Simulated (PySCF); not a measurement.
CH6N2OSi, SMILES `N[SiH2]NC=O`.

Level of theory: PBE0/def2-SVP (PySCF), at a geometry from GFN2-xTB. No frequency check shows the geometry to be a minimum.

Geometry (Å), atoms numbered from 1:

```
N1       2.2305   -0.3335    0.0733
Si2      0.7370    0.5256   -0.0235
N3      -0.4071   -0.8095    0.0013
C4      -1.7094   -0.5027    0.0218
O5      -2.1137    0.6339   -0.0045
H6       2.4255   -1.0611   -0.5967
H7       3.0648    0.2075    0.2254
H8       0.4856    1.2867   -1.2474
H9       0.6345    1.3041    1.2025
H10     -0.1347   -1.7761    0.0680
H11     -2.3916   -1.3736    0.0602
```

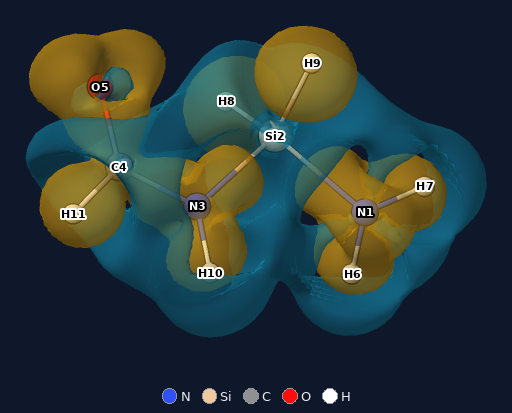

Deformation density (molecule less spherical, spin-averaged free atoms at the same positions), surfaces at ±0.04 e/Å³; yellow: gain, teal: loss.

**How much density has each bond gained at its critical point, relative to the free atoms?**

The five largest and four smallest: N3–H10: +0.79 e/Å³ at the bond critical point (bond length 1.01 Å, Mayer order 0.9). N1–H7: +0.78 e/Å³ at the bond critical point (bond length 1.01 Å, Mayer order 1.0). N1–H6: +0.77 e/Å³ at the bond critical point (bond length 1.01 Å, Mayer order 1.0). C4–H11: +0.74 e/Å³ at the bond critical point (bond length 1.11 Å, Mayer order 0.9). C4–O5: +0.64 e/Å³ at the bond critical point (bond length 1.21 Å, Mayer order 1.9). Si2–H9: +0.20 e/Å³ at the bond critical point (bond length 1.46 Å, Mayer order 0.9). Si2–H8: +0.20 e/Å³ at the bond critical point (bond length 1.46 Å, Mayer order 0.9). N1–Si2: +0.09 e/Å³ at the bond critical point (bond length 1.73 Å, Mayer order 1.1); up to 0.6 Å beside the axis the gain reaches +0.39 e/Å³. Si2–N3: +0.06 e/Å³ at the bond critical point (bond length 1.76 Å, Mayer order 0.9); up to 0.6 Å beside the axis the gain reaches +0.40 e/Å³. In all, 2.6 electrons gather in the regions of gain relative to the promolecule. A small or negative value marks a very polar bond, one between electron-rich atoms, whose free-atom densities already overlap strongly, a long bond to a heavier atom, or a closed-shell contact such as a hydrogen bond.

Run time: 14 s on 1 thread of Arm Neoverse V1, on a shared host, peak memory 0.44 GiB.
